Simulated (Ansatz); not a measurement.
# Calculations on SiNH7O2

**1. Relaxation**

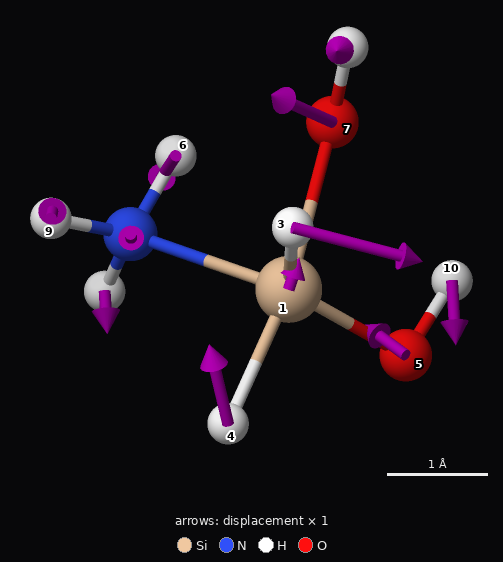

This is a relaxation of SiNH₇O₂ (started from a transition state, displaced along its imaginary mode). The starting structure is drawn; purple arrows show the displacements, at their true length. The two geometries are superimposed by the best rigid fit.

A ball-and-stick model, seen at a tilt.

Computed with RKS PBE0-D4/def2-TZVP in Ansatz. Set-up: force threshold 0.005 eV/Å; at most 200 steps.

Q: What happened in the run?

A: The largest move after the best rigid fit is that of an H atom, 1.43 Å. By element the largest moves are H 1.43 Å, O 1.13 Å, Si 0.34 Å, N 0.34 Å. Among the contacts that change: O–Si 1.909 → 1.673 Å, N–Si 1.934 → 2.133 Å, H–N 0.944 → 1.013 Å, H–Si 1.539 → 1.493 Å. Bond angles that change, for instance: N–Si–H 109.9° → 176.5°, H–Si–O 167.1° → 116.4°, N–Si–O 115.7° → 80.3°. Groups turn about O–Si by about 85°. The energy falls by 127.2 kJ/mol in 25 accepted moves (29 points after the start). Largest force component: 4.8 eV/Å at the start, 0.0014 eV/Å at the end. The line search rejected the trial steps at points 17, 21, 23, 25 of the run. The run took 52 s on 4 threads of Arm Neoverse V2, with other jobs on the host.

**2. Relaxation**

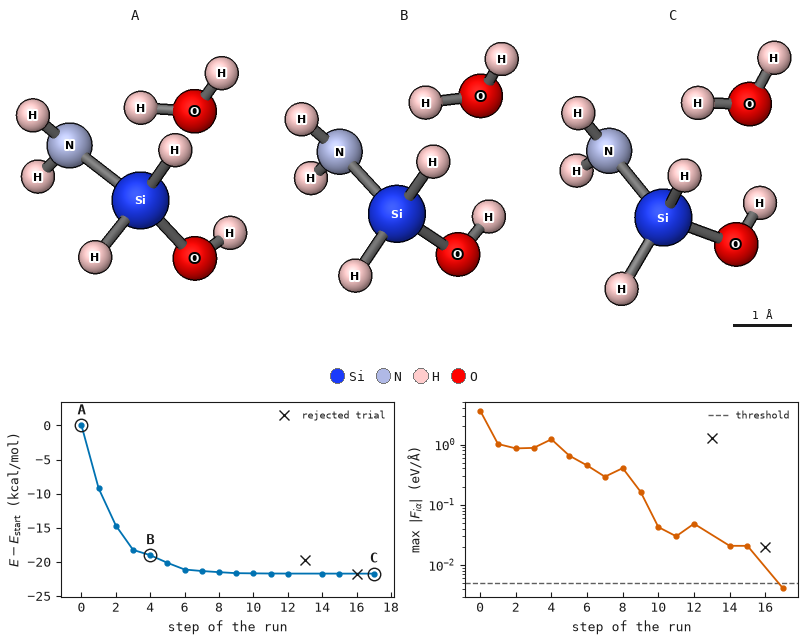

Frames of a relaxation of SiNH$_{7}$O$_{2}$ (started from a transition state, displaced along its imaginary mode), marked on the history of the run. The picture is a ball-and-stick view, seen at a tilt.

Level of theory: RKS PBE0-D4/def2-TZVP (Ansatz).

Input
```yaml
crystal:
  periodic: [false, false, false]
  atoms:
    - {symbol: Si, position_ang: [-0.700274, 0.500615, -0.096392]}
    - {symbol: N, position_ang: [-0.322152, -1.199069, 0.390371]}
    - {symbol: H, position_ang: [-0.643309, 0.594233, -1.592751]}
    - {symbol: H, position_ang: [-2.121753, 0.659322, 0.237092]}
    - {symbol: O, position_ang: [-0.062692, 1.698920, 0.835675]}
    - {symbol: H, position_ang: [0.988001, -0.750801, -0.113087]}
    - {symbol: O, position_ang: [1.501857, -0.007236, -0.375275]}
    - {symbol: H, position_ang: [-0.455305, -1.389328, 1.376870]}
    - {symbol: H, position_ang: [-0.818869, -1.909606, -0.132613]}
    - {symbol: H, position_ang: [0.891129, 1.779981, 0.777680]}
    - {symbol: H, position_ang: [1.743368, 0.022967, -1.307570]}
basis:
  gaussian: {orbitals: def2-TZVP}
hamiltonian: {xc: pbe0, dispersion: d4}
relax: {f_tol: 0.005, max_steps: 200}
```

Run as
```bash
ansatz run in.yaml --threads 4 --pin off --events-out ev --progress --plain --max-ram 9574MiB
```

**Describe the path.**

H11 moves most after the best rigid fit: 0.92 Å. By element the largest moves are H 0.92 Å, O 0.69 Å, Si 0.47 Å, N 0.28 Å. Some distances before and after: Si1–O7 2.277 → 3.337 Å, Si1–H6 2.102 → 2.791 Å, N2–H6 1.473 → 2.005 Å, Si1–N2 1.808 → 1.745 Å. Bond angles that change, for instance: N2–Si1–H4 104.1° → 114.3°, H6–O7–H11 115.5° → 106.6°, N2–Si1–O5 116.8° → 109.3°. Groups turn about Si1–N2 by about 20°. After 15 accepted moves (17 points after the start) the energy has fallen by 21.7 kcal/mol. The largest force component goes from 3.6 to 0.0041 eV/Å. The line search rejected the trial steps at points 13, 16 of the run. Cost: 32 s on 4 threads of Arm Neoverse V2, on a shared host. From step 0 to 4: O7 moves most (0.58 Å), energy −19.0 kcal/mol. From step 4 to 17: H atoms move most (0.52 Å), energy −2.70 kcal/mol.

**3. Reaction**

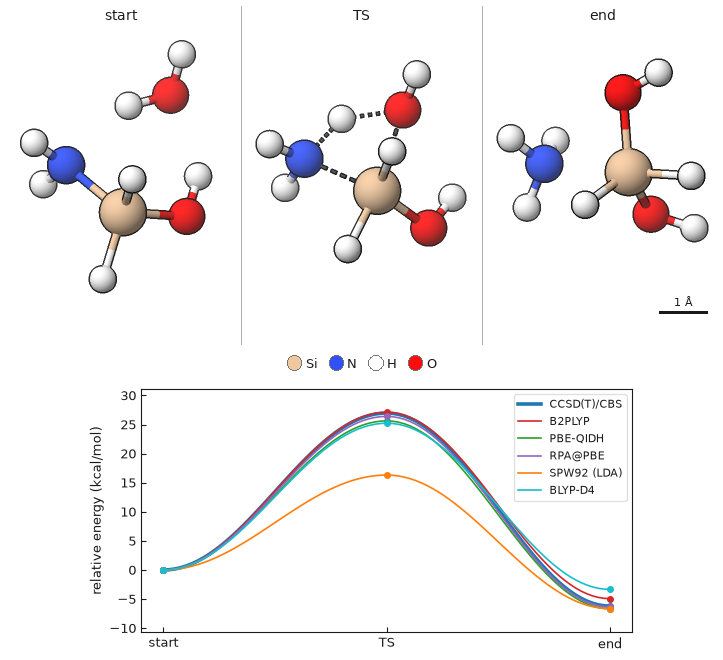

A reaction step of SiNH$_{7}$O$_{2}$, with its energy diagram. A ball-and-stick model, seen at a tilt. Dashed sticks mark bonds that form or break.

Stationary points at PBE0-D4/def2-TZVP, single-point energies with CCSD(T)/CBS, B2PLYP, PBE-QIDH, RPA@PBE, SPW92 (LDA), BLYP-D4 (def2-TZVPP where no basis is named; Ansatz 0.2.0). The energies are electronic, without zero-point or thermal terms, and both ends are the minima reached downhill from the saddle, with any fragments still in contact. CCSD(T)/CBS stands for a frozen-core estimate: MP2 correlation extrapolated from def2-TZVPP and def2-QZVPP, CCSD(T) minus MP2 from the smaller set.

Question: What happens, and what does it cost?

Answer: Counted by bonded pieces, the start holds H₂O + SiH₅NO and the end holds NH₃ + SiH₄O₂. From the start over the saddle to the end, bonds form: O–Si (3.34 → 2.09 → 1.67 Å), H–N (2.00 → 1.20 → 1.01 Å). Bonds break: N–Si (1.74 → 1.87 → 2.13 Å), H–O (0.98 → 1.30 → 2.62 Å). The saddle has one imaginary mode, 971i cm⁻¹. With CCSD(T)/CBS the barrier is 27.0 kcal/mol from the start and 33.2 kcal/mol from the end, and the end lies 6.2 kcal/mol below the start.

```
      level  barrier from the start (kcal/mol)  barrier from the end (kcal/mol)  the end less the start (kcal/mol)
CCSD(T)/CBS                               27.0                             33.2                               −6.2
     B2PLYP                               27.1                             32.0                               −4.9
   PBE-QIDH                               25.6                             32.3                               −6.7
    RPA@PBE                               26.4                             32.7                               −6.3
SPW92 (LDA)                               16.3                             23.0                               −6.6
    BLYP-D4                               25.2                             28.6                               −3.3
```

Against CCSD(T)/CBS, B2PLYP comes closest on the barrier from the start (+0.1 kcal/mol) and SPW92 (LDA) misses most (−10.7 kcal/mol).

**4. Path**

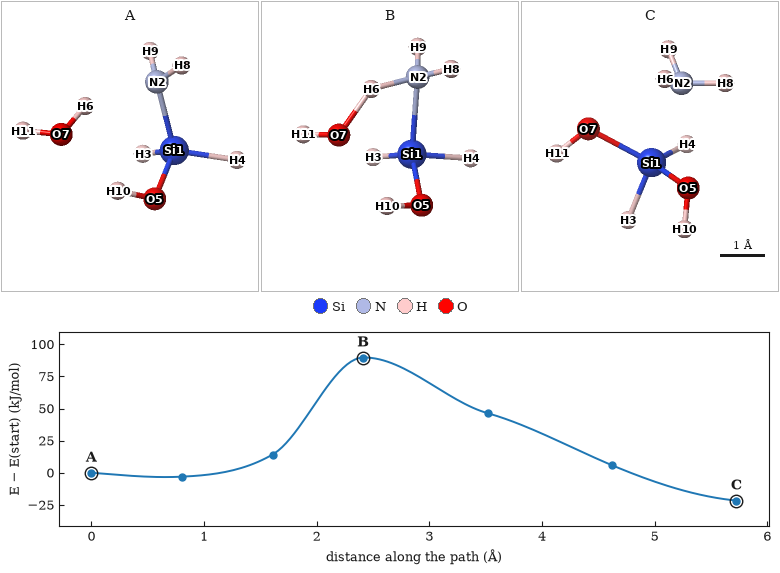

A search for the minimum-energy path of SiNH7O2 by the nudged elastic band. Images are numbered from 0 (start) to 6 (end). Frames A to C are images 0, 3, 6. The picture is a ball-and-stick view, seen at a tilt.

These are results of RKS PBE0-D4/def2-SVP (Ansatz), not measurements.

The input:
```yaml
crystal:
  periodic: [false, false, false]
  atoms:
    - {symbol: Si, position_ang: [-1.161571, 0.527752, 0.000962]}
    - {symbol: N, position_ang: [-0.518383, -1.070872, 0.275381]}
    - {symbol: H, position_ang: [-1.452155, 0.539158, -1.459253]}
    - {symbol: H, position_ang: [-2.396310, 0.827845, 0.766838]}
    - {symbol: O, position_ang: [-0.067768, 1.637777, 0.476181]}
    - {symbol: H, position_ang: [1.392743, -0.592699, -0.096330]}
    - {symbol: O, position_ang: [2.136434, 0.038615, -0.139531]}
    - {symbol: H, position_ang: [-0.479201, -1.402553, 1.229793]}
    - {symbol: H, position_ang: [-0.872749, -1.806816, -0.319333]}
    - {symbol: H, position_ang: [0.849613, 1.407858, 0.248406]}
    - {symbol: H, position_ang: [2.569349, -0.106067, -0.983114]}
basis:
  gaussian: {orbitals: def2-SVP}
hamiltonian: {xc: pbe0, dispersion: d4}
neb:
  images: 5
  climbing: true
  max_iterations: 40
  initial_path: idpp
  final_atoms:
    - {symbol: Si, position_ang: [-0.221289, 0.567405, -0.405517]}
    - {symbol: N, position_ang: [-0.177524, -1.250052, 0.710924]}
    - {symbol: H, position_ang: [-0.160916, 1.876735, -1.184614]}
    - {symbol: H, position_ang: [-1.660907, 0.215767, -0.586705]}
    - {symbol: O, position_ang: [0.214515, 1.168483, 1.093519]}
    - {symbol: H, position_ang: [0.765553, -1.393150, 1.053163]}
    - {symbol: O, position_ang: [0.877217, -0.299413, -1.322164]}
    - {symbol: H, position_ang: [-0.805243, -1.197175, 1.503846]}
    - {symbol: H, position_ang: [-0.432008, -2.035748, 0.124867]}
    - {symbol: H, position_ang: [0.376530, 2.112475, 1.051494]}
    - {symbol: H, position_ang: [1.224073, 0.234672, -2.038813]}
```

Launched with:
```bash
ansatz run in.yaml --threads 4 --pin off --events-out ev --progress --plain --max-ram 9574MiB
```

**What happens along the path, and what is the barrier?**

Breaking: H6–O7 (0.98 → 1.30 at the top → 2.62 Å). Forming: N2–H6 (2.00 → 1.20 at the top → 1.01 Å), Si1–O7 (3.34 → 2.07 at the top → 1.67 Å). The energy climbs by 89.7 kJ/mol to image 3 and then falls by 111.4 kJ/mol, so the end point sits at −21.7 kJ/mol. The band converged in 14 iterations. The largest component of the band force went from 5.1 to 0.049 eV/Å. The climbing image converged on the top of the path. Its curvatures weren't checked. The largest force component is 0.48 eV/Å at the start and 0.47 eV/Å at the end; an end with forces this large is no minimum, and the barrier measured from it can be far off.

Cost: 90 s on 4 threads of Arm Neoverse V2 (shared host).
